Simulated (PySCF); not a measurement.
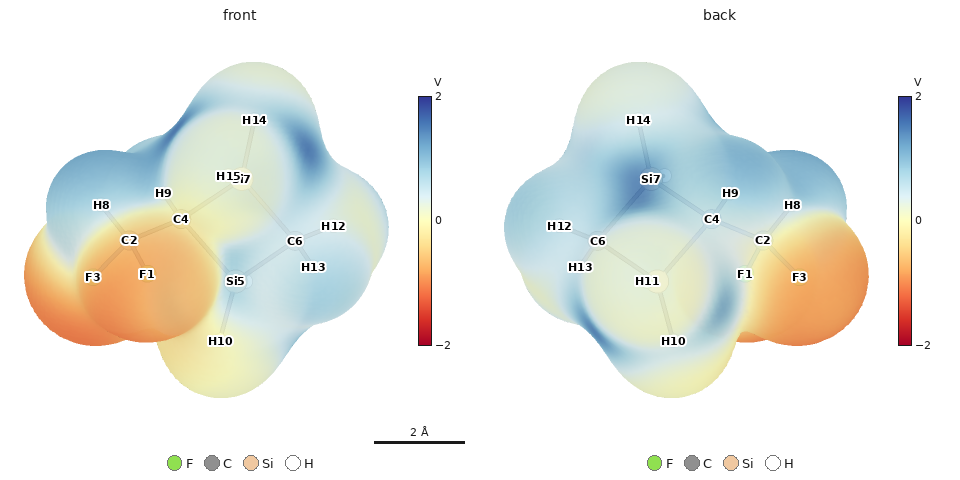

*C₃H₈F₂Si₂ (SMILES FC(F)C1[SiH2]C[SiH2]1). The molecular electrostatic potential painted on the density surface at 0.002 e/bohr³, seen from the front and from behind; red is negative and blue positive.*

Geometry: GFN2-xTB.

All numbers below come from PySCF, CAM-B3LYP/def2-SVPD, SCF density, gas phase.

```xyz
15

F     1.0988    0.9450    1.6998
C     1.7492    0.3436    0.6632
F     2.5318    1.3248    0.1224
C     0.7877   -0.2189   -0.3333
Si   -0.5327    1.0461   -0.9625
C    -1.8607   -0.1132   -0.1945
Si   -0.5582   -1.3712    0.4301
H     2.4354   -0.3980    1.1053
H     1.3829   -0.6776   -1.1217
H    -0.4363    2.3684   -0.3562
H    -0.5548    1.1304   -2.4238
H    -2.5737   -0.5165   -0.9083
H    -2.4467    0.3481    0.5958
H    -0.5767   -2.6843   -0.2181
H    -0.4504   -1.5188    1.8796
```

Describe the electrostatic potential map.

The most negative region (about −1.1 V, or −25 kcal/mol for a unit charge) lies over F1 and F3, the most positive (about +1.5 V, or +35 kcal/mol for a unit charge) over Si5 and Si7.
